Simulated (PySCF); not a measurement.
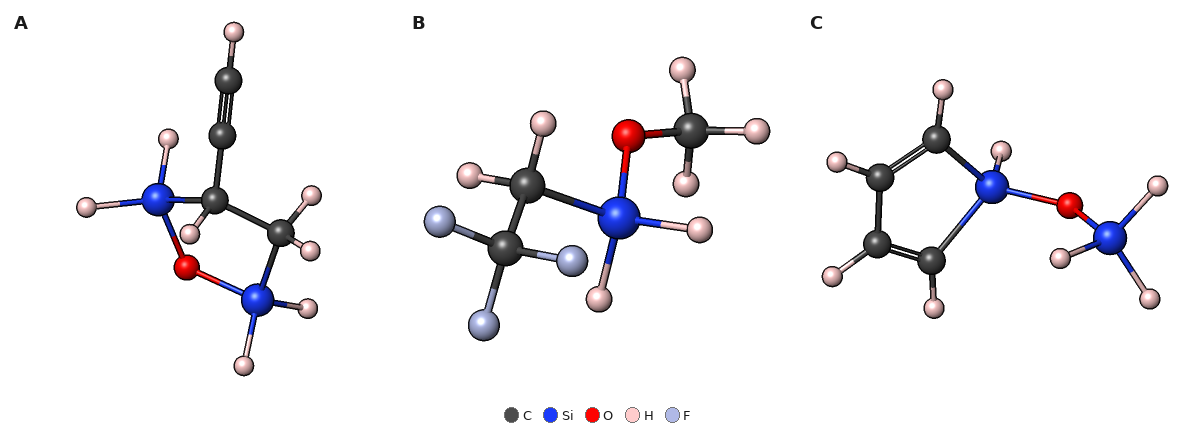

The picture comes from a calculation with PySCF.

```xyz
15
charge 0, multiplicity 1
C     2.9526   -0.2538   -1.0668
C     1.9237   -0.1761   -0.4296
C     0.6760   -0.0540    0.2983
C    -0.3813   -1.1383   -0.0398
Si   -2.0563   -0.4702    0.5467
O    -1.7781    1.1816    0.3973
Si   -0.2038    1.6284    0.0326
H     3.8664   -0.3260   -1.6262
H     0.8943   -0.0942    1.3826
H    -0.1066   -2.1161    0.3866
H    -0.4298   -1.2717   -1.1341
H    -3.1967   -0.8928   -0.3145
H    -2.3576   -0.8100    1.9692
H     0.2798    2.6820    0.9671
H    -0.0944    2.0934   -1.3791
```

**Which picture belongs to the input above?**

A. The file holds C4H8OSi2, `C#C[C@@H]1C[SiH2]O[SiH2]1`.
